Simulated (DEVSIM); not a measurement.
Device: illuminated Si p-on-n cell, one wavelength, with a back-surface field, at 300 K.

```
layer (left to right)  material  thickness (μm)  Nd (cm⁻³)  Na (cm⁻³)   τn (s)   τp (s)  absorption coefficient (cm⁻¹)
---------------------  --------  --------------  ---------  ---------  -------  -------  -----------------------------
1                            Si           0.170          -     1.3e18  0.00017  0.00046                            410
2                            Si             180     1.3e15          -  0.00083  0.00083                            410
3                            Si            1.80     3.1e18          -  0.00083  0.00083                            410
```

Left contact: ohmic, minority electron recombination velocity 1000 cm/s. Right contact: ohmic, minority hole recombination velocity 10 cm/s. Voltage is applied to the left contact. Recombination: SRH at mid-gap, radiative, Auger. Light enters at the left, 8.7e15 photons cm⁻² s⁻¹, one pass, no reflection. Mobility is μmin + (μ − μmin)/(1 + (N/Nref)^α).

This is a model device: material constants are rounded textbook-type values typed into the input, and sizes, dopings and lifetimes were drawn at random. Values at 300 K.

| parameter | Si |
|---|---|
| gap (eV) | 1.124 |
| affinity (eV) | 4.05 |
| permittivity | 11.7 |
| Nc (cm⁻³) | 2.86e19 |
| Nv (cm⁻³) | 3.1e19 |
| μn (cm²/Vs) | 1417 |
| μp (cm²/Vs) | 470 |
| μn,min | 52 |
| μp,min | 45 |
| Nref,n | 9.7e16 |
| Nref,p | 2.2e17 |
| αn | 0.68 |
| αp | 0.72 |
| B (cm³/s) | 4.7e-15 |
| Cn (cm⁶/s) | 2.8e-31 |
| Cp (cm⁶/s) | 9.9e-32 |

DEVSIM, 1D drift-diffusion, Boltzmann statistics, complete ionisation; no tunnelling, impact ionisation, image-force lowering or self-heating.

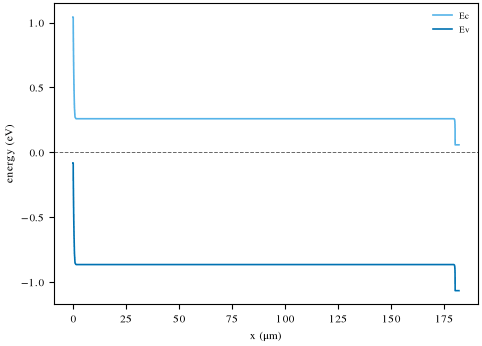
Figure: Band edges at zero bias, in the dark

Energies count from the Fermi level of the right contact; mesh points crowd at the junctions.

| x (μm) | Ec (eV) | Ev (eV) | n (cm⁻³) | p (cm⁻³) | field (V/cm) |
|---|---|---|---|---|---|
| 0.000 | 1.042 | -0.082 | < 1e2 | 1.3e18 | ≈ 0 |
| 0.04481 | 1.042 | -0.082 | < 1e2 | 1.3e18 | ≈ 0 |
| 0.1270 | 1.042 | -0.082 | < 1e2 | 1.3e18 | ≈ 0 |
| 0.1700 | 1.015 | -0.109 | 260 | 4.5e17 | -63000 |
| 0.2639 | 0.822 | -0.302 | 450000 | 2.6e14 | -15000 |
| 0.5471 | 0.486 | -0.638 | 2.0e11 | 5.9e8 | -9000 |
| 1.456 | 0.259 | -0.865 | 1.3e15 | 90000 | -27 |
| 6.580 | 0.258 | -0.866 | 1.3e15 | 89000 | ≈ 0 |
| 22.04 | 0.258 | -0.866 | 1.3e15 | 89000 | ≈ 0 |
| 71.63 | 0.258 | -0.866 | 1.3e15 | 89000 | ≈ 0 |
| 146.4 | 0.258 | -0.866 | 1.3e15 | 89000 | ≈ 0 |
| 173.3 | 0.258 | -0.866 | 1.3e15 | 89000 | ≈ 0 |
| 178.1 | 0.258 | -0.866 | 1.3e15 | 89000 | ≈ 0 |
| 179.6 | 0.258 | -0.866 | 1.3e15 | 89000 | -24 |
| 180.1 | 0.227 | -0.897 | 4.4e15 | 27000 | -3500 |
| 180.2 | 0.149 | -0.975 | 8.9e16 | 1300 | -26000 |
| 180.2 | 0.057 | -1.067 | 3.1e18 | < 1e2 | ≈ 0 |
| 180.3 | 0.057 | -1.067 | 3.1e18 | < 1e2 | ≈ 0 |
| 180.9 | 0.057 | -1.067 | 3.1e18 | < 1e2 | ≈ 0 |
| 181.6 | 0.057 | -1.067 | 3.1e18 | < 1e2 | ≈ 0 |
| 181.9 | 0.057 | -1.067 | 3.1e18 | < 1e2 | ≈ 0 |
| 182.0 | 0.057 | -1.067 | 3.1e18 | < 1e2 | ≈ 0 |
